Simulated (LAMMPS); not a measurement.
Consider KF (rock salt), 1000 atoms, at 520 K and 0 GPa, heated as the crystal in molecular dynamics.

All values are model results, not measurements: classical MD, pair style eim, file ffield.eim; code LAMMPS.

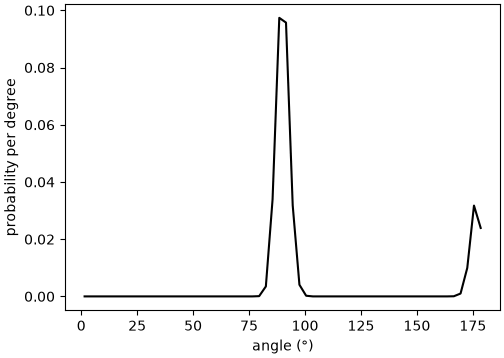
Figure. Probability per degree against angle (°)

Main features:
- state found: crystal; no diffusion seen in 30 ps
- most common F-K-F angle: in the 3° bin centred on 88.5° (mean of all 107°)
